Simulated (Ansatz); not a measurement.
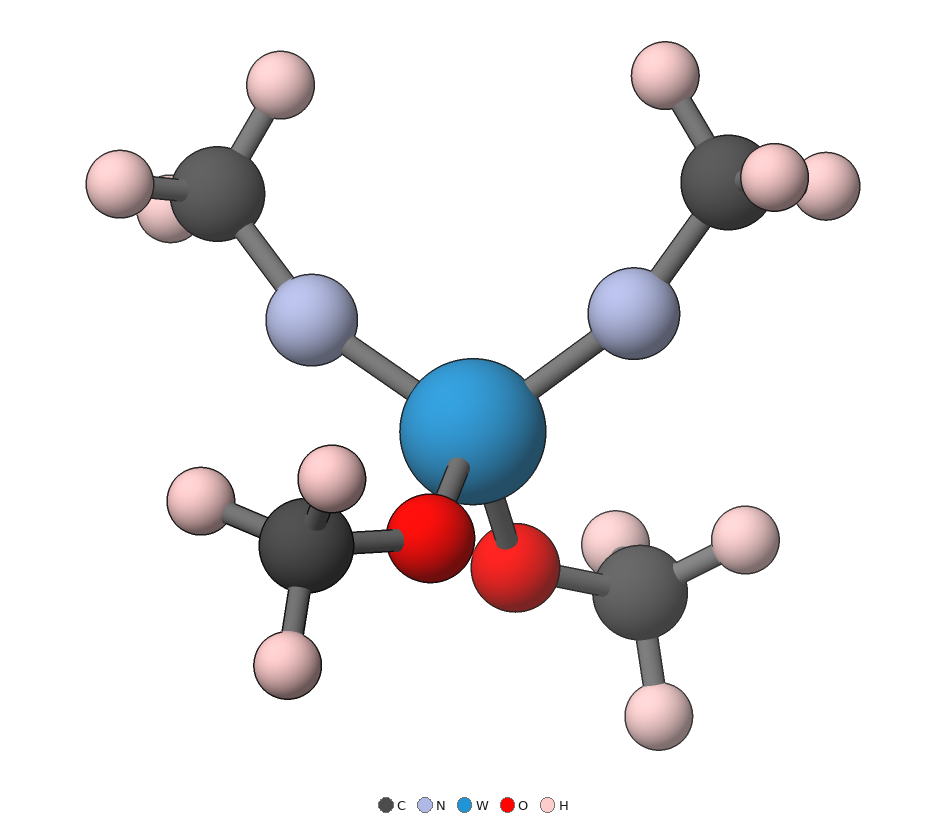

Charge 0, singlet. The computed structure is the end point of a PBE0-D4/def2-TZVP optimisation. No frequency run is at hand to confirm it as a minimum. Program: Ansatz 0.2.0.

Compare dipole (D), HOMO energy (eV), HOMO–LUMO gap (eV) at these levels: B3LYP-D4/def2-TZVPP; PBE-D4/def2-TZVPP; r2SCAN-D4/def2-TZVPP; ωB97M-V/def2-TZVPP.

| level | dipole (D) | HOMO energy (eV) | HOMO–LUMO gap (eV) |
| --- | --- | --- | --- |
| B3LYP-D4/def2-TZVPP | 0.98 | −6.27 | 5.90 |
| PBE-D4/def2-TZVPP | 0.95 | −5.22 | 4.28 |
| r2SCAN-D4/def2-TZVPP | 0.95 | −5.46 | 4.66 |
| ωB97M-V/def2-TZVPP | 1.00 | −8.68 | 10.25 |
